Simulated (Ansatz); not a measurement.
System: BClH2Si.

```json
{"atom": "B", "x (Å)": "0.3450", "y (Å)": "-0.1095", "z (Å)": "0.8798"}
{"atom": "Cl", "x (Å)": "-0.4999", "y (Å)": "-2.0259", "z (Å)": "0.3485"}
{"atom": "Si", "x (Å)": "-0.2798", "y (Å)": "-0.2866", "z (Å)": "-0.9844"}
{"atom": "H", "x (Å)": "-0.3928", "y (Å)": "0.3531", "z (Å)": "1.7205"}
{"atom": "H", "x (Å)": "1.5053", "y (Å)": "-0.3252", "z (Å)": "1.1489"}
```

Geometry: PBE0-D3(BJ)/def2-SVP.

These are results of isolated molecule in a Gaussian basis; Kohn-Sham density functional theory, functional PBE0 in Ansatz, not measurements.

Question: Predict the electron density and electron localisation function between the atoms.

Answer: Si–B (1.97 Å): the density is about 0.82 e/Å³ at the midpoint; the ELF peaks at about 0.95 between the atoms, as expected for localised, covalent bonding.
Si–Cl (2.20 Å): the density is about 0.65 e/Å³ at the midpoint, with its minimum of 0.49 e/Å³ about 0.8 Å from Si; the ELF peaks at about 0.80 between the atoms (a polar covalent bond).

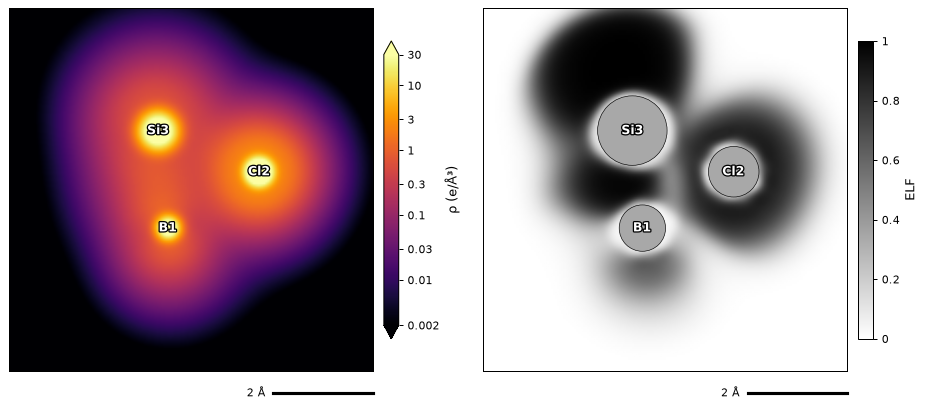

Computed electron density and electron localisation function on the plane of atoms B1, Si3 and Cl2, in this order. Grey discs cover the atomic cores in the ELF map. 
